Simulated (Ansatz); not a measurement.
AlFH₂O

Input

```
crystal:
  periodic: [false, false, false]
  atoms:
    - { symbol: Al, position_ang: [0.0, 0.0, 0.0] }
    - { symbol: H, position_ang: [0.0, 0.0, 1.56] }
    - { symbol: O, position_ang: [1.5415, 0.0, -0.89] }
    - { symbol: H, position_ang: [1.8414, -0.9519, -1.0449] }
    - { symbol: F, position_ang: [-1.4635, 0.0, -0.845] }
basis:
  gaussian: { orbitals: "6-31G*" }
hamiltonian:
  xc: lda
relax:
  f_tol: 0.02
  max_steps: 40
output:
  orbitals: {}
```

Command:

```sh
ansatz run input.yaml --threads 1 --pin off --max-ram 2048MiB --backend cpu --events-out ev --progress --plain --runs-dir out
```

The fields are those of the run's last geometry, not of the input's.

Level of theory: Ansatz, RKS LDA/6-31G*.

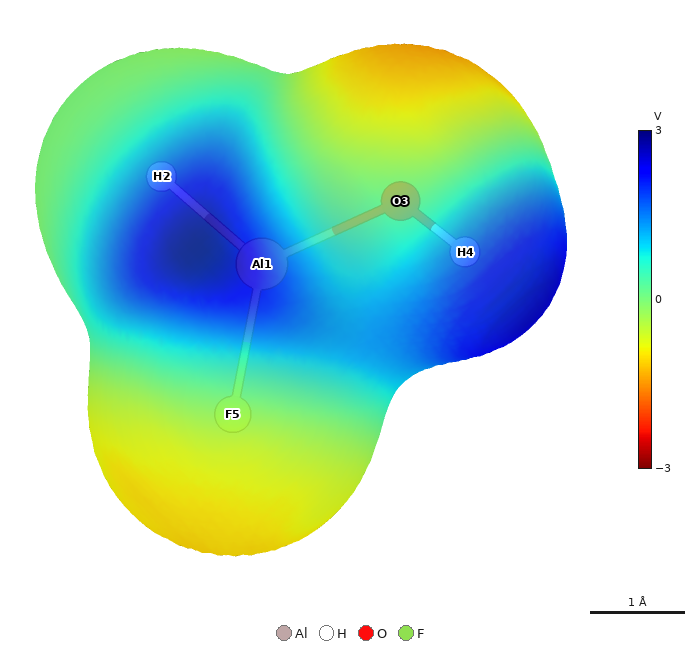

Figure 1. The electrostatic potential painted on the density surface at 0.002 e/bohr³, seen at a tilt; the colour scale runs from red (negative) to blue (positive).

Where is the surface potential most negative and most positive?

The most negative region (about −1.4 V) lies over O3, the most positive (about +2.9 V) over Al1. O3 is the likeliest acceptor of a hydrogen bond.

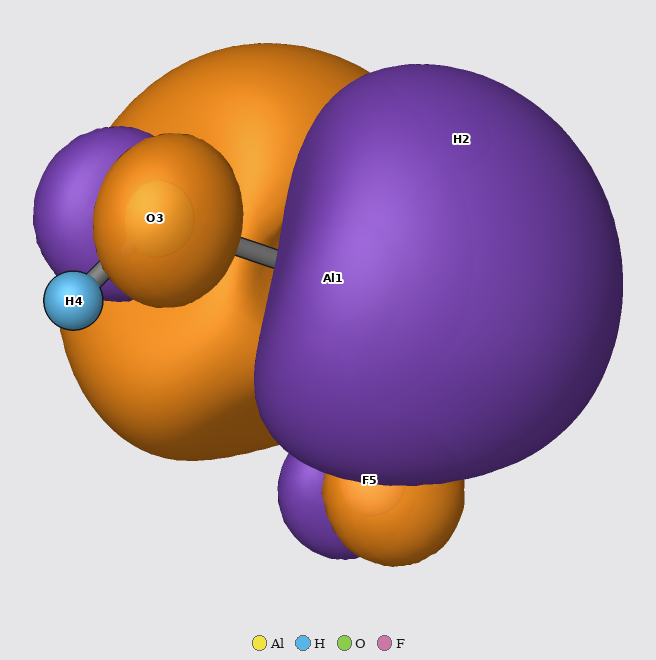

Figure 2. One frontier orbital at ±0.08 Å⁻³ᐟ² (orange and purple are the two phases), seen at an oblique angle.

Which orbital is it: HOMO or LUMO?

The LUMO, at −1.15 eV. It lies mainly on Al1 (about 75 %), O3 (about 10 %) and F5 (about 10 %); it changes sign across the molecular plane (π type).

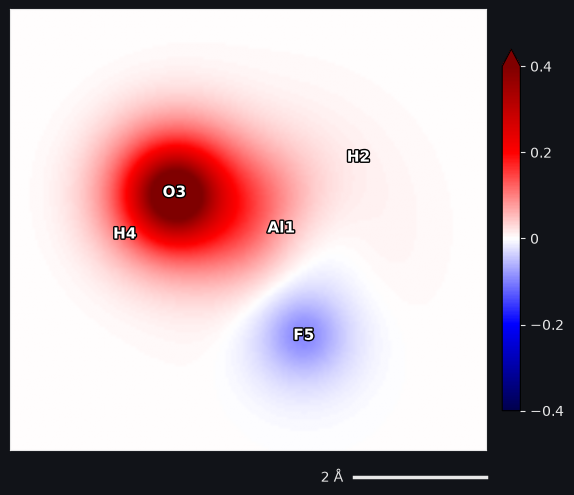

Figure 3. The HOMO on a plane 0.8 Å above the molecular plane (values in Å⁻³ᐟ²; the overall sign is arbitrary).

Describe this orbital and give its energy.

By Hirshfeld shares it lies mainly on O3 (about 80 %); it changes sign across the molecular plane (π type). Its energy is −7.61 eV.
